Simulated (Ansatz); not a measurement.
**Phonon calculation, with input and output: SiNH₈OF**

SiNH₈OF, computed with RKS PBE0-D4/def2-SVP (Ansatz 0.2.0).

Figures and captions count atoms from 1; the log counts them from 0 in places.

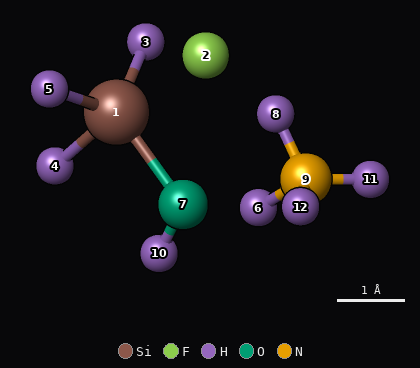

**Figure 1.** The structure as given in the input (ball-and-stick view, seen at a tilt; atoms are numbered from 1 in the order of the input). Bond lengths as drawn: H–N 1.02 to 1.11 Å, H–O 0.96 Å, H–Si 1.49 to 1.54 Å and O–Si 1.72 Å.

## Results in brief

| quantity | value |
| --- | --- |
| outcome | converged |
| total energy | −14245.6926 eV |
| mean-field energy | −14245.5424 eV |
| dispersion energy | −0.1502 eV |
| largest force (length of the vector) | 1.321 eV/Å |
| dipole moment | 7.63 D |
| hardware | 4 threads of Arm Neoverse V2, 23 GiB of memory available, shared host |
| wall time | 58 s (CPU time 3.6 min) |
| peak memory | 0.18 GiB |

## Input
```yaml
crystal:
  periodic: [false, false, false]
  atoms:
    - {symbol: Si, position_ang: [-1.123165, 0.261348, -1.132978]}
    - {symbol: F, position_ang: [0.814865, -0.283929, -1.222921]}
    - {symbol: H, position_ang: [-1.372133, -0.997410, -1.895276]}
    - {symbol: H, position_ang: [-2.589044, 0.668353, -0.878990]}
    - {symbol: H, position_ang: [-0.676693, 1.483003, -1.866507]}
    - {symbol: H, position_ang: [0.454744, -0.107914, 1.155960]}
    - {symbol: O, position_ang: [-0.832291, 0.169709, 0.560317]}
    - {symbol: H, position_ang: [1.548501, -0.400291, 0.055753]}
    - {symbol: N, position_ang: [1.533885, -0.349263, 1.131078]}
    - {symbol: H, position_ang: [-1.643619, 0.395157, 1.026824]}
    - {symbol: H, position_ang: [1.763868, -1.236928, 1.572016]}
    - {symbol: H, position_ang: [2.120982, 0.398065, 1.494523]}
basis:
  gaussian: {orbitals: def2-SVP}
hamiltonian: {xc: pbe0, dispersion: d4}
phonons: {}
scf: {lower_state_search: off}
```

Run as:
```bash
ansatz run in.yaml --threads 4 --pin off --events-out ev --progress --plain --max-ram 9574MiB
```

## Log
```
Functional definition: PBE0
  name "PBE0"
  cite "Adamo & Barone, J. Chem. Phys. 110, 6158 (1999) doi:10.1063/1.478522"
  cite "Perdew, Burke & Ernzerhof, Phys. Rev. Lett. 77, 3865 (1996) doi:10.1103/PhysRevLett.77.3865"
  parent pbe
  parameter a = 0.25
  parameter kappa = 0.804
  parameter beta = 0.06672455060314922
  exchange = (1 - a)*pbe_x(kappa = kappa, mu = beta*pi^2/3) + a*exact_x
  correlation = pbe_c(beta = beta)
these checks for a lower state are left out or cut short: stability, starts, cluster_reference, orbital_swaps, neighbouring_geometries, increment
1053 factors; integrals over basis functions are off by at most 6.0e-4 eV
mean field evaluation 1: about -14239.4020 eV, gradient 6.0e1 eV
mean field evaluation 2: about -14235.2486 eV, gradient 7.8e1 eV
mean field evaluation 4: about -14245.5188 eV, gradient 2.8e0 eV
mean field evaluation 8: about -14245.5423 eV, gradient 6.1e-2 eV
mean field evaluation 16: about -14245.5423 eV, gradient 3.7e-6 eV
mean field -14245.54233635 eV, -523.5140248856 hartree, gradient 3.7e-6 eV, S^2 0.000000; 0 other end points of the search recorded, 0 dependent functions left out
the calculation of the forces begins
reference -14245.54236358 eV, -523.5140258862 hartree; 23, 23 occupied and 77, 77 virtual orbitals, 1053 factors
these checks for a lower state are left out or cut short: stability, starts, cluster_reference, orbital_swaps, neighbouring_geometries, increment
1053 factors; integrals over basis functions are off by at most 6.0e-4 eV
mean field -14245.54423726 eV, -523.5140947427 hartree, gradient 2.2e-6 eV, S^2 0.000000; 0 other end points of the search recorded, 0 dependent functions left out
[... from here on the field's lines of each further geometry are left out, up to the last ...]
the calculation of the forces begins
reference -14245.54233981 eV, -523.5140250125 hartree; 23, 23 occupied and 77, 77 virtual orbitals, 1053 factors
these checks for a lower state are left out or cut short: stability, starts, cluster_reference, orbital_swaps, neighbouring_geometries, increment
1053 factors; integrals over basis functions are off by at most 6.0e-4 eV
mean field -14245.54230251 eV, -523.5140236418 hartree, gradient 2.0e-6 eV, S^2 0.000000; 0 other end points of the search recorded, 0 dependent functions left out
the calculation of the forces begins
reference -14245.54232973 eV, -523.5140246423 hartree; 23, 23 occupied and 77, 77 virtual orbitals, 1053 factors
WARN: phonons: 1 mode above zero is a rigid motion of the cell's bodies and no vibration: the zero-point energy, free energy, entropy and heat capacity leave it out. With what each would have added to F at 1000 K, by the weight of its row in the mesh: 12.07 cm⁻¹ (-0.349 eV; rigid weight 0.992, of which rotation 0.992). A body is a set of atoms that hang together within twice the van der Waals contact; here: 12 atoms, out of reach of every periodic image. What nothing holds moves and turns at no cost, which is at zero frequency: what stands here is left by the forces on the atoms, the periodic images, the SCF threshold and the grid, and changes its size and its sign with the last two. The forces' share comes down as the geometry is relaxed further. The table is the vibrational part alone. If the cell is meant as a crystal, declare phonons.rigid_motions: translations: the three translations of the whole cell alone are then left out. The least rigid weight left out is 0.99188 and the largest kept is 0.63721. The rigid motions are mixed with soft vibrations: those modes' frequencies are not settled, nor the sums by as much as one such mode adds.
WARN: phonons: modes at or below zero, which the zero-point energy, F, S and C_V leave out: 1, the lowest at -221.82 cm⁻¹. A minimum has none, and a first-order saddle one
Total energy: -14245.69257180 eV, -523.5195459363 hartree
Atom 0 at    -1.123165     0.261348    -1.132978 Å, force     0.800246    -0.224260    -1.026760 eV/Å
Atom 1 at     0.814865    -0.283929    -1.222921 Å, force    -0.728235     0.234650     0.451187 eV/Å
Atom 2 at    -1.372133    -0.997410    -1.895276 Å, force     0.002903    -0.005340    -0.005735 eV/Å
Atom 3 at    -2.589044     0.668353    -0.878990 Å, force    -0.004031     0.001821     0.003955 eV/Å
Atom 4 at    -0.676693     1.483003    -1.866507 Å, force     0.000209     0.003639    -0.006001 eV/Å
Atom 5 at     0.454744    -0.107914     1.155960 Å, force     0.374288    -0.082092     0.101649 eV/Å
Atom 6 at    -0.832291     0.169709     0.560317 Å, force    -0.112033     0.014798     0.852803 eV/Å
Atom 7 at     1.548501    -0.400291     0.055753 Å, force    -0.221050     0.023069    -0.719849 eV/Å
Atom 8 at     1.533885    -0.349263     1.131078 Å, force    -0.104435     0.034287     0.334398 eV/Å
Atom 9 at    -1.643619     0.395157     1.026824 Å, force    -0.004765    -0.000257     0.020804 eV/Å
Atom 10 at     1.763868    -1.236928     1.572016 Å, force    -0.004840     0.001898    -0.004858 eV/Å
Atom 11 at     2.120982     0.398065     1.494523 Å, force     0.001743    -0.002213    -0.001594 eV/Å
Dipole moment:     0.730986    -0.128248     1.405587 e Å
Vibrations: -221.82 93.14 278.41 307.25 331.81 354.35 373.29 471.27 509.74 576.35 723.11 738.69 759.14 912.00 1016.11 1064.16 1084.61 1156.63 1482.12 1576.37 1625.43 1645.83 1970.51 2207.41 2228.79 2319.45 2747.05 3574.50 3670.61 3912.39 cm⁻¹, zero-point energy 2.461739 eV
Checks for a lower state left out: stability, starts, cluster_reference, orbital_swaps, neighbouring_geometries, increment
```

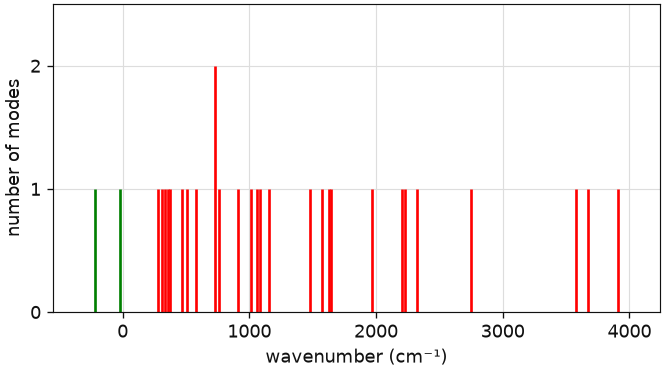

**Figure 2.** Harmonic vibrational wavenumbers from the force constants; neighbouring modes closer than 19 cm⁻¹ are counted in one stick, and imaginary ones are drawn at negative wavenumbers. 30 modes from 221i to 3912 cm⁻¹, 2 imaginary beyond 8i (221i, 22i cm⁻¹): not a minimum.

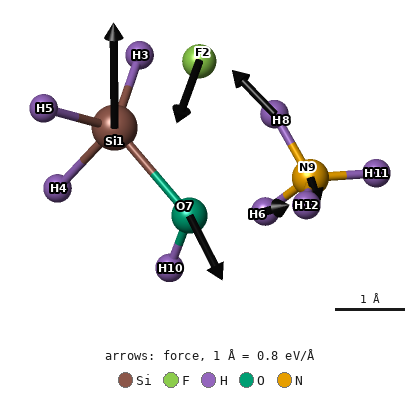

**Figure 3.** Forces on the atoms as black arrows (ball-and-stick view, seen at a tilt; atoms are numbered from 1 in the order of the input); the smallest are left out. The largest act on Si1 (1.32 eV/Å); F2 (0.89 eV/Å); O7 (0.86 eV/Å); H8 (0.75 eV/Å), among others. The geometry is not a stationary point of this energy.

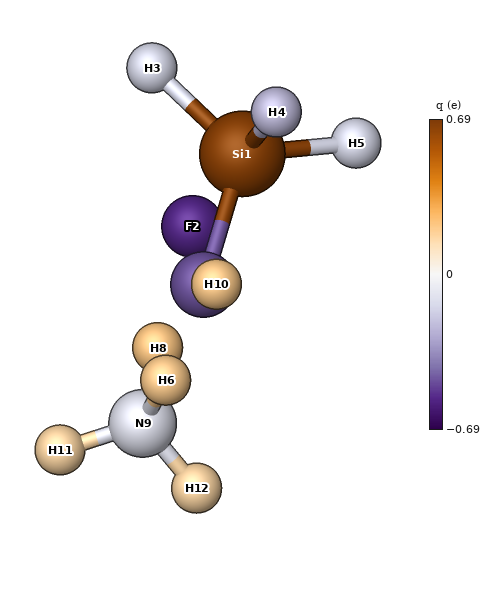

**Figure 4.** Mulliken charges, as the colour of each atom (ball-and-stick view, seen at an oblique angle; atoms are numbered from 1 in the order of the input). By element: Si +0.65, F −0.55, H −0.23 to +0.22, O −0.47 and N −0.10 e.
